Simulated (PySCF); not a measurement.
# CH₅BFN: electronic excitations and core binding energies

Aim: predict the electronic excitations and core binding energies of CH₅BFN (`CB(N)F`).

Computed with PySCF 2.14.0, with density-fitted response routines of our own, on a single molecule in the gas phase. Atoms count from 0, in the outputs and in this text.

## Step 1: Starting geometry

9 atoms, charge 0, multiplicity 1; geometry from: GFN2-xTB.

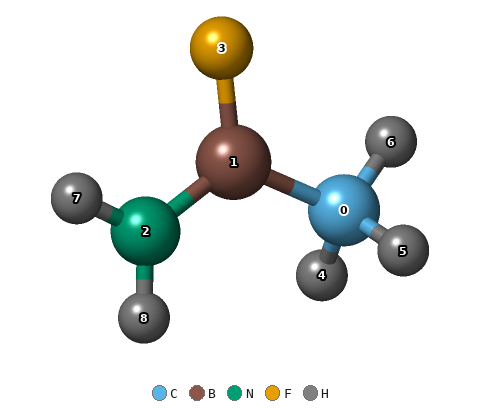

The starting geometry (carbon blue, boron brown, nitrogen teal, fluorine amber, hydrogen grey), atoms numbered.

## Step 2: Ultraviolet spectrum: CAM-B3LYP/def2-SVPD

The job: settings as JSON, then the geometry in Å.

```
{"job": {"kind": "uv", "xc": "CAM-B3LYP", "basis": "def2-SVPD", "nstates": 8, "ntriplets": 3}, "charge": 0, "multiplicity": 1}
C     -1.182437     0.028308    -0.223539
B      0.232446     0.183607     0.474895
N      1.429517    -0.209335    -0.106032
F      0.319919     0.732397     1.696863
H     -1.304540    -0.950306    -0.680511
H     -1.306201     0.765936    -1.014045
H     -1.993692     0.173643     0.483924
H      2.313910    -0.089912     0.357862
H      1.504640    -0.628344    -1.014596
```

Method: TDDFT CAM-B3LYP/def2-SVPD, vertical, gas phase, core orbitals frozen in the response.

Started as:

```console
OMP_NUM_THREADS=1 python probes_run.py task.json out
```

One launch serves the whole session: the jobs run in the order shown.

Log:

```text
coarse grid: 7424 points
cycle   1  E = -220.3566255927  dE =  3.252e-01  |g| = 5.462e-01  |ddm| = 3.802e+00
cycle   2  E = -220.3559270924  dE =  6.985e-04  |g| = 6.118e-01  |ddm| = 1.029e+00
cycle   3  E = -220.4174227375  dE = -6.150e-02  |g| = 5.503e-02  |ddm| = 4.710e-01
cycle   4  E = -220.4178957365  dE = -4.730e-04  |g| = 2.544e-02  |ddm| = 7.542e-02
cycle   5  E = -220.4180301348  dE = -1.344e-04  |g| = 5.750e-03  |ddm| = 2.570e-02
cycle   6  E = -220.4180362185  dE = -6.084e-06  |g| = 1.886e-03  |ddm| = 6.714e-03
final grid: 71872 points
cycle   7  E = -220.4455192177  dE = -2.608e-05  |g| = 4.406e-03  |ddm| = 4.470e-02
cycle   8  E = -220.4455186419  dE =  5.758e-07  |g| = 4.802e-03  |ddm| = 8.465e-03
cycle   9  E = -220.4455232793  dE = -4.637e-06  |g| = 2.530e-04  |ddm| = 3.858e-03
cycle  10  E = -220.4455232898  dE = -1.053e-08  |g| = 1.632e-04  |ddm| = 4.427e-04
cycle  11  E = -220.4455232952  dE = -5.443e-09  |g| = 3.314e-05  |ddm| = 1.725e-04
cycle  12  E = -220.4455232954  dE = -1.836e-10  |g| = 9.346e-06  |ddm| = 3.601e-05
converged SCF energy = -220.4455232954

Static polarisability (au): isotropic 35.927, principal 30.454 35.901 41.427

Singlet excitations
state   eV       nm        f      main configurations
  1   7.3556    168.6   0.03178   H->L 0.91
  2   8.7391    141.9   0.02757   H-1->L 0.88
  3   8.8230    140.5   0.01384   H->L+1 0.43, H->L+4 0.31, H->L+2 0.16
  4   8.8562    140.0   0.22286   H->L+2 0.69, H->L+1 0.14
  5   8.9831    138.0   0.01837   H-1->L+2 0.62, H-1->L+3 0.16, H->L+3 0.13
  6   9.0276    137.3   0.02792   H->L+3 0.59, H-1->L+2 0.13, H->L+1 0.11
  7   9.9093    125.1   0.02374   H->L+4 0.52, H->L+1 0.18, H->L+3 0.09
  8  10.1674    121.9   0.00324   H-1->L+1 0.65, H-2->L 0.22

Triplet excitations (Tamm-Dancoff, eV): 7.0587 7.2821 8.3026
```

It took 8.4 s on 1 thread of Arm Neoverse V2, shared host; peak memory 0.5 GiB.

Frontier orbitals and where they lie:

```csv
orbital,eV,atoms
HOMO−3,-12.54,"C0 43 %, H5 20 %, H4 15 %"
HOMO−2,-12.30,"C0 46 %, H6 25 %, H4 10 %"
HOMO−1,-10.88,"C0 36 %, F3 22 %, B1 21 %"
HOMO,-9.84,"N2 65 %, B1 13 %, F3 6 %"
LUMO,0.88,"B1 54 %, H8 11 %, H7 8 %"
LUMO+1,2.19,"C0 26 %, H7 17 %, H5 11 %"
LUMO+2,2.46,"B1 33 %, C0 15 %, F3 14 %"
```

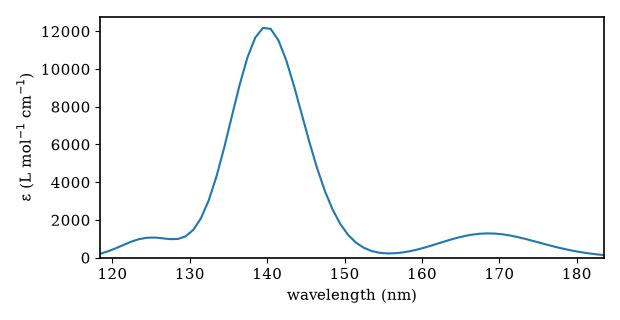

Absorption spectrum: each of the 8 states is a Gaussian band of 0.4 eV half-width at 1/e. Beyond the last state computed it falls off for lack of states.

Ground-state properties from the same run:

```csv
property,computed
dipole moment (D),2.29
polarisability (Å³),5.32
HOMO–LUMO gap (eV),10.72
−ε(HOMO) (eV),9.84
```

## Step 3: Core-electron binding energies: SCAN, X2C

Same as in step 2 but for these lines:

```diff
@@ -1,2 +1,2 @@
-{"job": {"kind": "uv", "xc": "CAM-B3LYP", "basis": "def2-SVPD", "nstates": 8, "ntriplets": 3}, "charge": 0, "multiplicity": 1}
+{"job": {"kind": "xps"}, "charge": 0, "multiplicity": 1}
 C     -1.182437     0.028308    -0.223539
```

Method: delta-SCF UKS SCAN, pcX-2 on the ionised atom, pcseg-1 elsewhere, spin-free X2C.

Log:

```text
ground state, core basis on atom 0 (C), 112 functions
  cycle   1  E = -220.61792885  |g| = 6.55e-01
  cycle   2  E = -220.54390191  |g| = 9.13e-01
  cycle   3  E = -220.70551170  |g| = 9.53e-02
  cycle   4  E = -220.70697459  |g| = 3.07e-02
  cycle   5  E = -220.70714341  |g| = 8.82e-03
  cycle   6  E = -220.70715845  |g| = 4.28e-03
  cycle   7  E = -220.70716192  |g| = 8.17e-04
  cycle   8  E = -220.70716198  |g| = 2.24e-04
  E(ground) = -220.70752906 Eh
hole in C 1s of atom 0
  cycle   1  E = -209.49614871  |g| = 1.50e+00
  cycle   2  E = -209.09151563  |g| = 1.63e+00
  cycle   3  E = -210.00634074  |g| = 3.20e-01
  cycle   4  E = -210.03096159  |g| = 1.90e-01
  cycle   5  E = -210.04422707  |g| = 3.16e-02
  cycle   6  E = -210.04453798  |g| = 5.60e-03
  cycle   7  E = -210.04453996  |g| = 6.01e-03
  cycle   8  E = -210.04455402  |g| = 1.62e-03
  cycle   9  E = -210.04455565  |g| = 5.87e-04
  cycle  10  E = -210.04455634  |g| = 2.07e-04
  E(ion) = -210.04405367 Eh   <S^2> = 0.7651   hole on atom = 1.000   binding energy = 290.168 eV
ground state, core basis on atom 1 (B), 112 functions
  cycle   1  E = -220.70602317  |g| = 5.49e-02
  cycle   2  E = -220.70581931  |g| = 4.86e-02
  cycle   3  E = -220.70620887  |g| = 2.06e-02
  cycle   4  E = -220.70627448  |g| = 5.59e-03
  cycle   5  E = -220.70628065  |g| = 1.05e-03
  cycle   6  E = -220.70628017  |g| = 3.26e-04
  E(ground) = -220.70851362 Eh
hole in B 1s of atom 1
  cycle   1  E = -213.07099205  |g| = 1.17e+00
  cycle   2  E = -212.38435640  |g| = 1.59e+00
  cycle   3  E = -213.33788642  |g| = 4.97e-01
  cycle   4  E = -213.42448304  |g| = 2.50e-01
  cycle   5  E = -213.45034374  |g| = 1.04e-01
  cycle   6  E = -213.45417513  |g| = 2.99e-02
  cycle   7  E = -213.45456995  |g| = 1.08e-02
  cycle   8  E = -213.45468540  |g| = 6.45e-03
  cycle   9  E = -213.45473697  |g| = 3.59e-03
  cycle  10  E = -213.45477277  |g| = 1.21e-03
  cycle  11  E = -213.45477685  |g| = 2.94e-04
  E(ion) = -213.45890983 Eh   <S^2> = 0.7991   hole on atom = 1.000   binding energy = 197.272 eV
ground state, core basis on atom 2 (N), 112 functions
  cycle   1  E = -220.72128575  |g| = 7.28e-02
  cycle   2  E = -220.72125331  |g| = 2.02e-02
  cycle   3  E = -220.72119096  |g| = 2.76e-02
  cycle   4  E = -220.72132195  |g| = 8.70e-04
  cycle   5  E = -220.72132326  |g| = 3.01e-04
  E(ground) = -220.71984075 Eh
hole in N 1s of atom 2
  cycle   1  E = -205.14249235  |g| = 1.85e+00
  cycle   2  E = -204.74496627  |g| = 1.92e+00
  cycle   3  E = -205.78123273  |g| = 3.76e-01
  cycle   4  E = -205.79706313  |g| = 2.92e-01
  cycle   5  E = -205.82378626  |g| = 3.75e-02
  cycle   6  E = -205.82414885  |g| = 1.77e-02
  cycle   7  E = -205.82431109  |g| = 2.54e-03
  cycle   8  E = -205.82431491  |g| = 6.81e-04
  cycle   9  E = -205.82431568  |g| = 2.14e-04
  E(ion) = -205.82223557 Eh   <S^2> = 0.7629   hole on atom = 1.000   binding energy = 405.384 eV
ground state, core basis on atom 3 (F), 112 functions
  cycle   1  E = -220.75184127  |g| = 1.21e-01
  cycle   2  E = -220.75132410  |g| = 7.95e-02
  cycle   3  E = -220.75161892  |g| = 6.38e-02
  cycle   4  E = -220.75212628  |g| = 5.76e-03
  cycle   5  E = -220.75213449  |g| = 1.05e-03
  cycle   6  E = -220.75213345  |g| = 2.12e-04
  E(ground) = -220.75522284 Eh
hole in F 1s of atom 3
  cycle   1  E = -194.42354522  |g| = 2.58e+00
  cycle   2  E = -194.41954210  |g| = 2.08e+00
  cycle   3  E = -195.25489932  |g| = 3.55e-01
  cycle   4  E = -195.25097486  |g| = 3.16e-01
  cycle   5  E = -195.29995089  |g| = 3.52e-02
  cycle   6  E = -195.30040415  |g| = 1.92e-02
  cycle   7  E = -195.30060067  |g| = 2.13e-03
  cycle   8  E = -195.30060221  |g| = 6.13e-04
  cycle   9  E = -195.30060224  |g| = 2.47e-04
  E(ion) = -195.31156425 Eh   <S^2> = 0.7564   hole on atom = 1.000   binding energy = 692.357 eV
```

Wall time 16 s (1 thread of Arm Neoverse V2, shared host); peak memory 0.41 GiB.

The holes in one table. −ε is the ground-state orbital energy:

| hole | stands for | environment | ΔSCF (eV) | −ε (eV) | ⟨S²⟩ |
| --- | --- | --- | --- | --- | --- |
| C1s on C0 | C0 | methyl carbon bonded to B | 290.17 | 272.7 | 0.765 |
| B1s on B1 | B1 | boron bonded to C, F, N | 197.27 | 180.8 | 0.799 |
| N1s on N2 | N2 | nitrogen bonded to B, 2 H | 405.38 | 385.8 | 0.763 |
| F1s on F3 | F3 | fluorine bonded to B | 692.36 | 666.0 | 0.756 |

## Step 4: Summary of results

```
                                quantity                        value
    lowest singlet (CAM-B3LYP/def2-SVPD)  7.36 eV (169 nm), f = 0.032
brightest single state of those computed  state 4, 8.86 eV, f = 0.223
                          lowest triplet                      7.06 eV
        C1s binding energies, SCAN/pcX-2                 C0 290.17 eV
        B1s binding energies, SCAN/pcX-2                 B1 197.27 eV
        N1s binding energies, SCAN/pcX-2                 N2 405.38 eV
        F1s binding energies, SCAN/pcX-2                 F3 692.36 eV
```

**Reading.** The first singlet state (HOMO→LUMO 0.91) lies at 7.36 eV and is weak; of the 8 states computed, the strongest absorption comes from state 4 at 8.86 eV. The lowest triplet lies 0.30 eV below the lowest singlet (triplets in Tamm-Dancoff, singlets in full TDDFT).
